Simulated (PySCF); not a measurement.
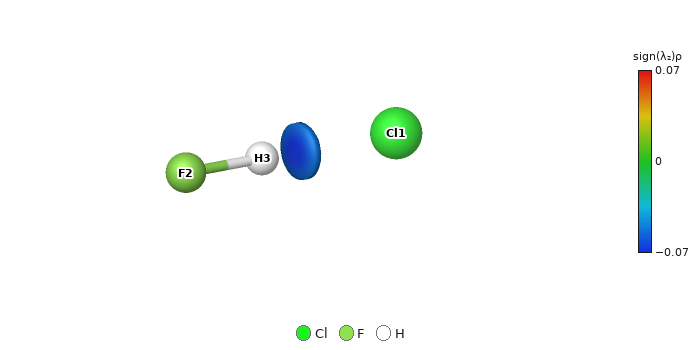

Figure. ClFH, charge −1, SMILES `[Cl-].F`. Non-covalent interaction surfaces between the fragments (reduced density gradient s = 0.4, coloured by sign(λ₂)ρ in a.u.; trimmed to the region between the fragments where ρ is under 0.1 a.u.). Fragment A: Cl(−1) (atom 1); fragment B: HF.

Level of theory: PBE/6-31+G* (PySCF), at a geometry from GFN2-xTB. GFN2-xTB bond lengths at metals and heavier atoms can be off by up to 0.1 Å and shapes distorted, which carries into these values.

The calculation's input:

```python
import numpy as np
from pyscf import gto, scf, dft
from pyscf.scf import atom_ks, atom_hf
from scipy.linalg import block_diag
from pyscf.dispersion import dftd3

def solve(mol, dm0=None, hcore=None):
    mf = (dft.UKS if mol.spin else dft.RKS)(mol, xc='pbe')
    mf.grids.level = 3
    mf = mf.density_fit(auxbasis='def2-universal-jkfit')
    mf.conv_tol, mf.max_cycle = 1e-8, 80
    if hcore is not None:
        mf.get_hcore = lambda *args: hcore
    mf.kernel(dm0)
    if not mf.converged:
        mf = mf.newton().run(mf.mo_coeff, mf.mo_occ, max_cycle=30)
    assert mf.converged, 'SCF not converged'
    return mf

mol = gto.M(atom='''
Cl    -0.98899    -0.00001     0.00000
F      1.78139    -0.00003     0.00000
H      0.78026     0.00035     0.00000
''', basis='6-31+g*', charge=-1, spin=0, verbose=4)
mol_a = gto.M(atom='''
Cl    -0.98899    -0.00001     0.00000
ghost-F      1.78139    -0.00003     0.00000
ghost-H      0.78026     0.00035     0.00000
''', basis='6-31+g*', charge=-1, spin=0, verbose=4)
mol_b = gto.M(atom='''
ghost-Cl    -0.98899    -0.00001     0.00000
F      1.78139    -0.00003     0.00000
H      0.78026     0.00035     0.00000
''', basis='6-31+g*', charge=0, spin=0, verbose=4)
ab, a, b = solve(mol), solve(mol_a), solve(mol_b)
e_int = ab.e_tot - a.e_tot - b.e_tot
print('counterpoise-corrected interaction energy / kcal/mol', e_int * 627.5095)
def disp(atoms, charge):
    m = gto.M(atom=atoms, charge=charge, basis='sto-3g', spin=None, unit='Bohr', verbose=0)
    return dftd3.DFTD3Dispersion(m, xc='pbe', version='d3bj').get_dispersion()['energy']
e_disp = disp(mol._atom, mol.charge) - disp(mol._atom[:1], mol_a.charge) - disp(mol._atom[1:], mol_b.charge)
print('D3(BJ) part / kcal/mol', e_disp * 627.5095)
# spherically averaged free atoms, for the promolecule
atm = atom_ks.get_atm_nrks(mol, xc='pbe')
pro = block_diag(*[(atm[a[0]][2] * atm[a[0]][3]) @ atm[a[0]][2].T for a in mol._atom])
np.savez('result.npz', e_int=e_int, e_disp=e_disp, dm_a=a.make_rdm1(), dm_b=b.make_rdm1(), c=ab.mo_coeff, occ=ab.mo_occ, eps=ab.mo_energy, pro=pro, d=[f.dip_moment(verbose=0) for f in (ab, a, b)])
```

Command:

```sh
OMP_NUM_THREADS=1 python input.py
```

The run took 11 s on 1 thread of Intel(R) Xeon(R) Platinum 8175M CPU @ 2.50GHz (Skylake/Cascade Lake), on a shared host, peak memory 0.19 GiB.

Partitions, critical points and surface values were worked out afterwards from this run's density.

**Interpret the surfaces between the fragments.**

Bond critical points between the fragments: Cl1···H3, hydrogen bond, 1.77 Å, ρ = 0.066 a.u. It appears blue (attractive, sign(λ₂)ρ well below zero). The pose is a local one from a semi-empirical search, not shown to be the most stable. With a charged fragment, long-range electrostatics, which these surfaces don't show, weighs heavily in the interaction energy.

**How strongly are they bound?**

The counterpoise-corrected interaction energy of the frozen fragments is −27.0 kcal/mol without dispersion correction and −27.4 kcal/mol with D3(BJ). The pair geometry is semi-empirical, not a minimum at this level.
